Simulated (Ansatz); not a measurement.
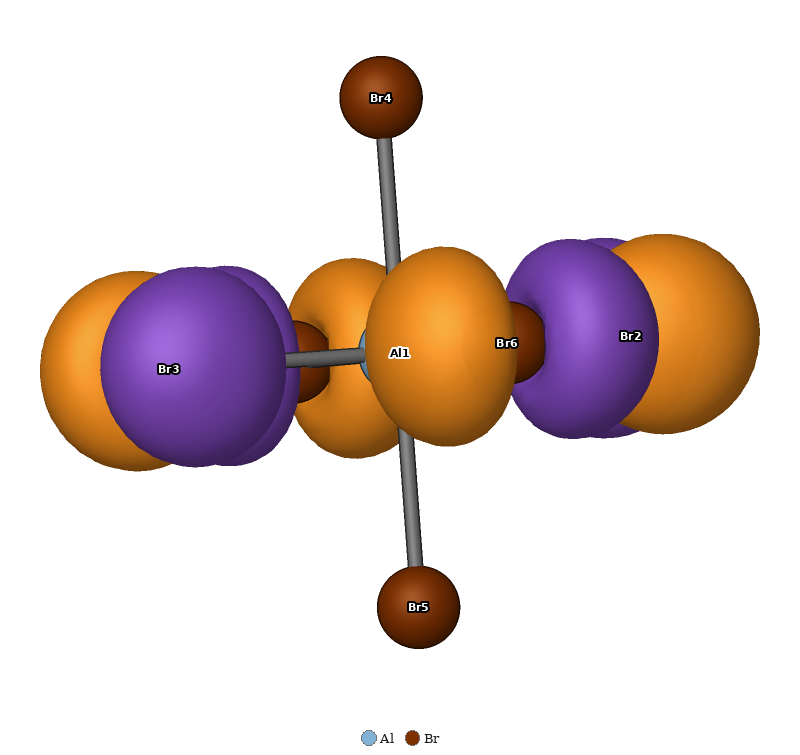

The picture shows: AlBr6 (charge −3). The HOMO at ±0.1 Å⁻³ᐟ² (orange and purple are the two phases), seen at a tilt.

Geometry: r2SCAN-D4/def2-SVPD; the highest occupied orbital lies above zero, a sign that basis and functional describe the outermost electron poorly.

Level of theory: Ansatz 0.2.0, RKS PBE0-D4/def2-SVP.

Input file:

```
crystal:
  periodic: [false, false, false]
  atoms:
    - {symbol: Al, position_ang: [-0.000382, 0.000304, 0.000106]}
    - {symbol: Br, position_ang: [-0.019980, -0.010768, 2.605364]}
    - {symbol: Br, position_ang: [0.020257, 0.010624, -2.605077]}
    - {symbol: Br, position_ang: [2.604835, 0.005604, 0.019968]}
    - {symbol: Br, position_ang: [-2.604964, -0.005954, -0.020230]}
    - {symbol: Br, position_ang: [-0.005652, 2.604251, 0.010660]}
    - {symbol: Br, position_ang: [0.005886, -2.604060, -0.010801]}
basis:
  gaussian: {orbitals: def2-SVP, initial_orbitals: start.molden}
total_charge: -3
hamiltonian: {xc: pbe0, dispersion: d4}
scf: {omitted_lower_state_checks: [starts]}
output: {orbitals: {seedname: orbitals}}
```

Launched as:

```sh
ansatz run in.yaml --threads 4 --pin off --events-out ev --progress --plain --max-ram 4787MiB
```

Where does this orbital lie, and at what energy?

Answer. It lies mainly on Br2 (about 25 %), Br3 (about 25 %), Br7 (about 25 %) and Br6 (about 25 %); it is gerade (even under inversion); largely a combination of lone pairs on Br2, Br3, Br7 and Br6. It is one of a degenerate set, so its orientation is arbitrary. Its energy is 4.79 eV.
